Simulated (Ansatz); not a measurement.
# CH₅FGe₂ (SMILES [CH3][GeH2][Ge][F]): what the fields show

```
atom    x (Å)   y (Å)    z (Å)
   C  -0.6781  1.8891   1.0465
   F  -0.9157  2.2613  -2.2665
  Ge  -2.5151  1.8431   0.3594
  Ge  -2.5559  2.8544  -1.9545
   H  -0.5481  1.1818   1.8777
   H  -0.4260  2.8995   1.3985
   H   0.0045  1.6218   0.2275
   H  -3.5026  2.4735   1.3711
   H  -2.9495  0.3623   0.1890
```

Geometry: PBE0-D3(BJ)/def2-SVP.

Theory: isolated molecule in a Gaussian basis; Kohn-Sham density functional theory, functional PBE0 in Ansatz.

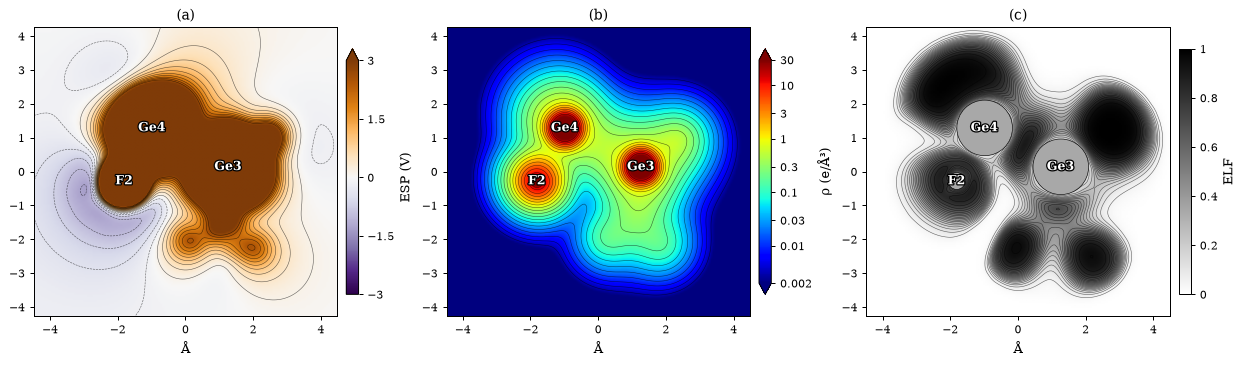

Figure 1. (a) electrostatic potential; (b) total electron density; (c) electron localisation function on the plane of atoms F2, Ge4 and Ge3. Grey discs cover the atomic cores in the ELF map.

Question: Interpret the plot.

Answer: The plane passes through F and Ge nuclei. Ge–F (1.77 Å): ρ is about 0.89 e/Å³ halfway; the ELF peaks at about 0.85 in the valence shell of F, 0.5 Å from its nucleus, and is about 0.20 at the midpoint. Ge–Ge (2.53 Å): ρ at the midpoint is about 0.54 e/Å³; the ELF peaks at about 0.90 between the atoms (a shared electron pair). The ELF also peaks beside F2, away from the bonds: lone-pair regions. Outside the dense part of the molecule the potential is most negative (−1.3 V) near F2.

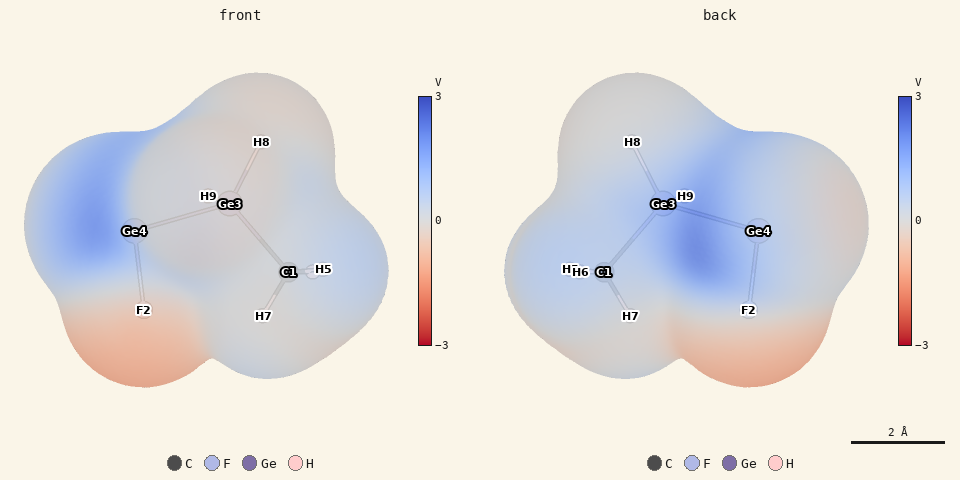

Figure 2. The electrostatic potential painted on the density surface at 0.001 e/bohr³, seen from the front and from behind; the colour scale runs from red (negative) to blue (positive).

Question: Which sites attract a positive test charge, and which a negative one?

Answer: A positive charge is drawn to the negative regions and a negative charge to the positive ones. The most negative region (about −1.1 V) lies over F2, the most positive (about +2.0 V) over Ge4.

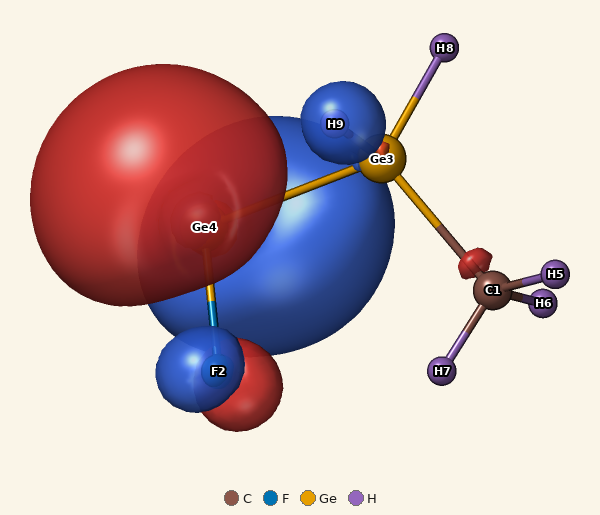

Figure 3. The LUMO at ±0.1 Å⁻³ᐟ² (red and blue are the two phases), seen at a tilt.

Question: Where does this orbital lie, and at what energy?

Answer: By Hirshfeld shares it lies mainly on Ge4 (about 80 %) and Ge3 (about 10 %). Its energy is −2.99 eV.
